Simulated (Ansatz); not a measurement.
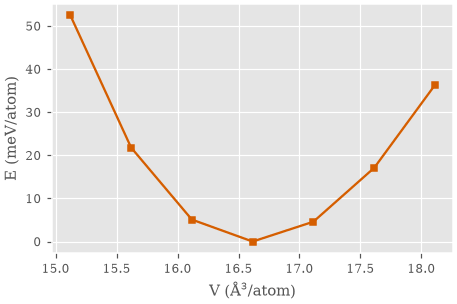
Fig. 1. Ag₂O in space group Pn-3m (No. 224; Ag on 4c, O on 2a) under volume change, the program Ansatz at the LDA level (PAW), scaled uniformly.

What does a third-order Birch–Murnaghan fit give for V₀, B₀ and B′?

V₀ = 16.62 Å³/atom, B₀ = 103 GPa, B′ = 5.2.

The cell was relaxed with LDA under the symmetry of its start. At this level the phase is mechanically unstable. The run is not spin-polarised.

Potentials: the later of the program's two PAW sets.
